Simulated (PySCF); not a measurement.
System: CH11BO2Si3 (SMILES COB[SiH2]O[SiH2][SiH3]).

Input

```
{"job": {"kind": "uv", "xc": "B3LYP", "basis": "def2-SVPD", "nstates": 8, "ntriplets": 3}, "charge": 0, "multiplicity": 1}
C     -1.627944    -1.836498     0.241461
O     -1.103487    -0.599141    -0.176845
B     -1.823577     0.416601    -0.635553
Si    -0.869136     2.046222    -1.169932
O      0.740919     1.852898    -1.001260
Si     2.080656     1.193615    -0.370869
Si     1.882607    -1.084602    -0.153322
H     -1.375538    -1.988183     1.292593
H     -1.163073    -2.629305    -0.347245
H     -2.713676    -1.871843     0.117248
H     -3.006289     0.307265    -0.708500
H     -1.174297     3.258398    -0.385250
H     -0.983874     2.450175    -2.582722
H      2.304341     1.885196     0.908905
H      3.121224     1.634209    -1.309113
H      3.228702    -1.681786    -0.119600
H      1.269656    -1.545265     1.100395
H      1.204028    -1.801639    -1.241568
```

Run with:

```sh
OMP_NUM_THREADS=1 python probes_run.py task.json out
```

Geometry: GFN2-xTB.

All numbers below come from B3LYP/def2-SVPD, SCF density, gas phase (PySCF).

> What can the converged electron density and electron localisation function tell about the bonding?

B–O (1.33 Å): ρ at the midpoint is about 2.2 e/Å³; the ELF peaks at about 0.90 between the atoms (a short, strongly polar bond).
C–O (1.41 Å): the density is about 2.1 e/Å³ at the midpoint, with its minimum of 1.7 e/Å³ about 0.5 Å from C; the ELF peaks at about 0.90 between the atoms; a shared but strongly polarised pair.
Si–O (1.62 Å): ρ at the midpoint is about 1.1 e/Å³; the ELF peaks at about 0.85 between the atoms: a short, strongly polar bond.
Si–B (1.96 Å): ρ at the midpoint is about 0.89 e/Å³; the ELF peaks at about 1 between the atoms; a shared electron pair.

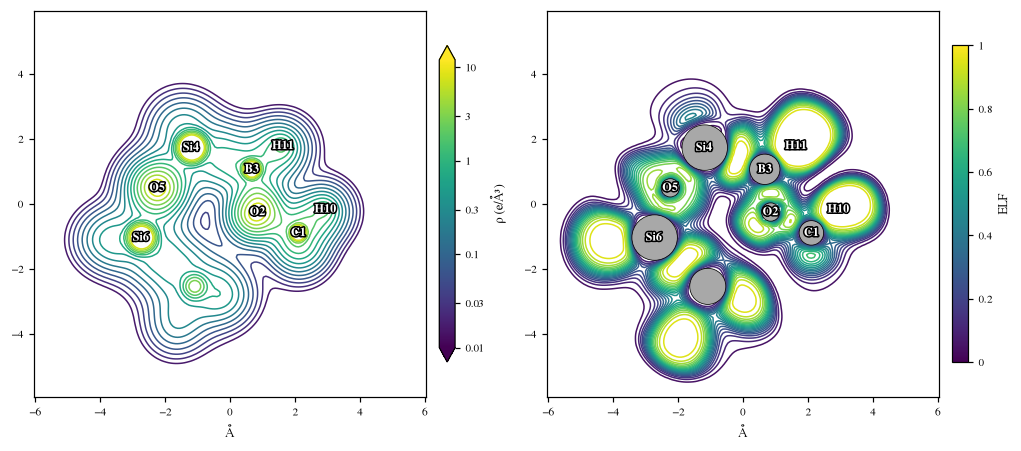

Computed electron density and electron localisation function on the plane of atoms O2, B3 and H11, in this order. Grey discs cover the atomic cores in the ELF map. 
